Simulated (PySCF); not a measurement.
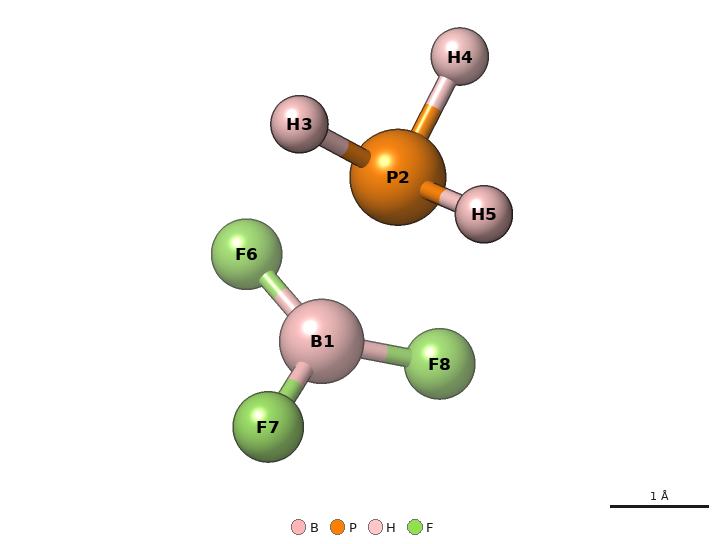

Orthographic view. Depth is shown by fading: the farther an atom, the more it takes the colour of the background. The geometry was computed by an optimisation with PBE0-D3(BJ)/def2-SVP. No frequency run is at hand to confirm it as a minimum.

List the bonded neighbours of every atom.

B1: F6, F7, F8
P2: H3, H4, H5
H3: P2
H4: P2
H5: P2
F6: B1
F7: B1
F8: B1
